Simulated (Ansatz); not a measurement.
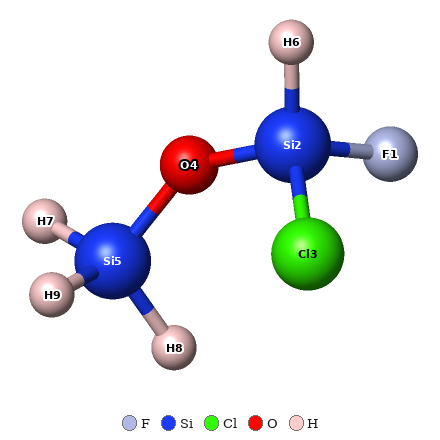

The system is ClFH₄OSi₂, SMILES F[SiH](Cl)O[SiH3]; the picture shows the reference structure. First axis: angle Si2–O4–Si5 (carried through 180). Second axis: change of the bonds O4–Si2, O4–Si5, all alike. Nothing is relaxed (all other coordinates rigid). The scan uses a 13 × 13 grid. Points are written as (first, second). All energies are given in kcal/mol relative to the lowest grid point. Level of theory: RKS PBE-D4/def2-SVP (Ansatz).

Its coordinates:

```xyz
9

F    -2.3345   -0.9208   -0.5610
Si   -1.4957    0.0973    0.3901
Cl   -1.5249    1.9505   -0.5237
O     0.0563   -0.4281    0.5275
Si    1.5554   -0.2541   -0.2361
H    -2.1444    0.1481    1.7240
H     2.4494   -1.3232    0.3136
H     1.4048   -0.4180   -1.7217
H     2.1221    1.1021    0.0704
```

Range: angle Si2–O4–Si5 (carried through 180) from 122.0 to 238.0°; change of the bonds O4–Si2, O4–Si5, all alike from −0.183 to 0.284 Å.

### What landscape does the calculation give?

The lowest grid point is at (141.3°, 0.011 Å). The highest grid point, (180.0°, 0.284 Å), lies 45.6 kcal/mol above the lowest.

```
second ↓, first →  122.0  131.7  141.3  151.0  160.7  170.3  180.0  189.7  199.3  209.0  218.7  228.3  238.0
            0.284   33.6   35.6   38.1   40.7   43.1   44.7   45.6   45.4   44.2   42.4   40.1   37.9   36.0
            0.245   26.3   28.0   30.2   32.5   34.6   36.1   36.8   36.7   35.7   34.1   32.2   30.2   28.8
            0.206   19.6   20.8   22.7   24.7   26.6   27.9   28.6   28.5   27.7   26.4   24.7   23.1   22.0
            0.167   13.6   14.4   15.9   17.6   19.2   20.4   21.0   21.0   20.3   19.2   17.9   16.7   16.0
            0.128    8.5    8.8   10.0   11.4   12.7   13.7   14.3   14.3   13.8   12.9   11.9   11.1   10.8
            0.089    4.6    4.4    5.1    6.2    7.3    8.2    8.7    8.7    8.4    7.8    7.1    6.6    6.8
            0.050    2.1    1.4    1.7    2.4    3.3    4.0    4.4    4.5    4.3    4.0    3.6    3.5    4.3
            0.011    1.5    0.1    0.0    0.4    1.0    1.5    1.8    2.0    2.0    1.9    1.9    2.2    3.5
           −0.028    3.0    1.1    0.5    0.5    0.8    1.1    1.4    1.6    1.8    1.9    2.3    3.1    4.9
           −0.067    7.3    4.7    3.6    3.2    3.2    3.3    3.6    3.8    4.2    4.6    5.3    6.6    8.9
           −0.106   14.9   11.5    9.9    9.1    8.8    8.7    8.9    9.2    9.7   10.5   11.5   13.2   16.2
           −0.145   26.6   22.2   20.0   18.9   18.3   18.0   18.1   18.5   19.2   20.2   21.6   23.8   27.5
           −0.183   42.6   37.2   34.5   32.9   32.0   31.6   31.6   32.0   32.9   34.1   35.9   38.6   43.1
```

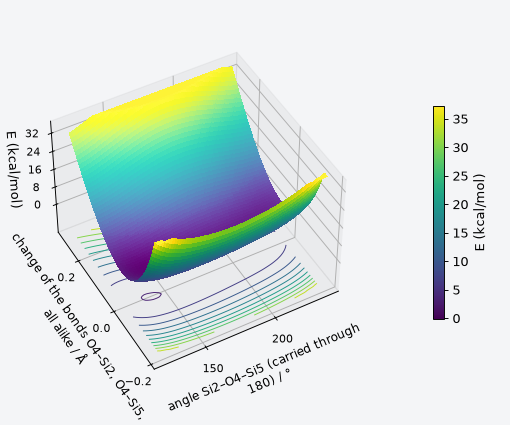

The picture shows a relief with its contours projected below, any walls above the top of the colour scale cut off. Between grid points the surface is interpolated.

The whole map (169 points run) took 11 min on 1 thread of Arm Neoverse V1, on a shared host.
